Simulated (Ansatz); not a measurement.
System: FGaH$_{4}$NSi (charge +1).

| atom | x (Å) | y (Å) | z (Å) |
| --- | --- | --- | --- |
| F | 1.7669 | 0.9252 | -0.1180 |
| Ga | 1.2599 | -1.5019 | -0.3953 |
| N | -0.1008 | -0.2089 | 1.2665 |
| Si | 0.6685 | 1.3727 | 1.0391 |
| H | 1.4102 | 1.7741 | 2.2384 |
| H | -1.0862 | -0.2675 | 1.0171 |
| H | 0.0020 | -0.6283 | 2.1886 |
| H | -0.2641 | 2.3289 | 0.4344 |

Geometry: B3LYP-D3(BJ)/6-311G**.

The calculation used Ansatz 0.2.0, isolated molecule in a Gaussian basis; Kohn-Sham density functional theory, functional PBE0.

> What will maps of the electron density and electron localisation function show?

Ga2···F1 (2.49 Å): the density falls to about 0.17 e/Å³ on the way; the ELF dips to about 0.10 between them.
Ga2···N3 (2.51 Å): the density falls to about 0.25 e/Å³ on the way; the ELF peaks at about 0.90 in the valence shell of N, 0.7 Å from its nucleus, and is about 0.30 at the midpoint.
Si–F (1.66 Å): ρ at the midpoint is about 1 e/Å³; the ELF peaks at about 0.85 in the valence shell of F, 0.6 Å from its nucleus, and is about 0.55 at the midpoint.
Si–N (1.77 Å): ρ is about 1 e/Å³ halfway; the ELF peaks at about 0.90 between the atoms, as expected for a polar covalent bond.

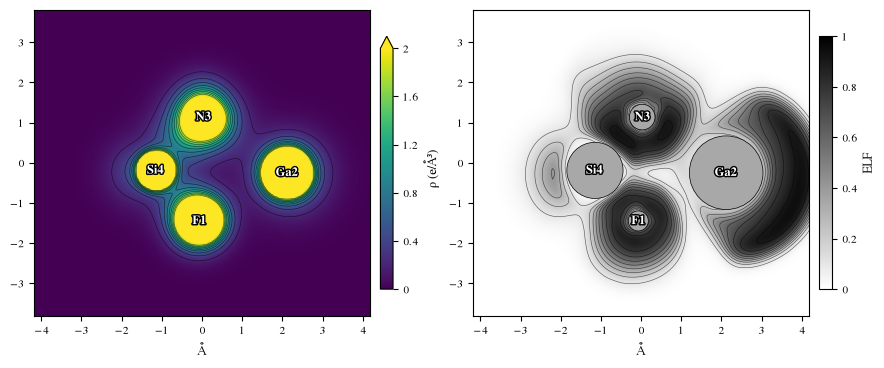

Computed electron density and electron localisation function on the plane of atoms F1, Si4 and N3, in this order. Grey discs cover the atomic cores in the ELF map. 
